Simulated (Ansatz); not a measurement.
Starting cell, TiSi2 (C49 type, space group Cmcm):

```yaml
crystal:
  lattice:
    - [1.77307, -6.78170, 0.00000]
    - [1.77307, 6.78170, 0.00000]
    - [0.00000, 0.00000, 3.57984]
  atoms:
    - { symbol: Si, position: [0.94083, 0.05917, 0.75000] }
    - { symbol: Si, position: [0.05917, 0.94083, 0.25000] }
    - { symbol: Si, position: [0.25028, 0.74972, 0.75000] }
    - { symbol: Si, position: [0.74972, 0.25028, 0.25000] }
    - { symbol: Ti, position: [0.60319, 0.39681, 0.75000] }
    - { symbol: Ti, position: [0.39681, 0.60319, 0.25000] }
```

In this cell atom 2 (Si, nearest neighbour Si at 2.404 Å; its periodic images, 3.5 Å or more away, move with it) is moved by s along Cartesian [111], unit vector (0.577, 0.577, 0.577); all other atoms and the cell stay fixed.

Level of theory: PBE (plane waves to 420 eV, PAW, scalar-relativistic; Ansatz, a quantum-chemistry and plane-wave program). k mesh 11×11×11 (Γ-centred), Fermi-Dirac smearing 0.05 eV. Energies are smeared free energies. With partly filled bands, energies and forces of such displacements shift with the k mesh and the smearing. This is one of several known forms of TiSi2; the measured ambient cells at hand have space group No. 70. TiSi2 is run without spin polarisation. TiSi2 was relaxed with its symmetry unable to fall. The zero of ΔE is the undisplaced structure.

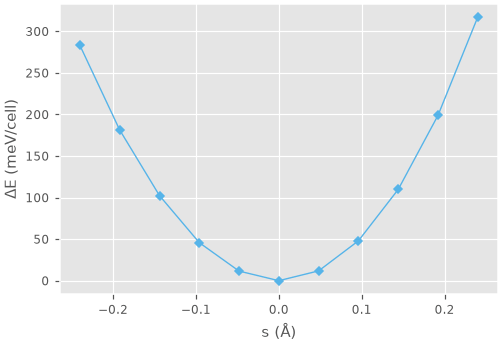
ΔE (meV/cell) against s (Å); computed points joined by lines.

**Question.** Is the energy the same for displacements of ±0.240 Å, and if not, which side lies higher?

**Answer.** Not even: the positive side lies higher at ±0.240 Å.

**Question.** What is the energy change at s = 0.240 Å?

**Answer.** About 320 meV/cell.

(A displaced cell: forces are minus the slopes of the energy, force constants its curvatures, and phonons follow from these.)
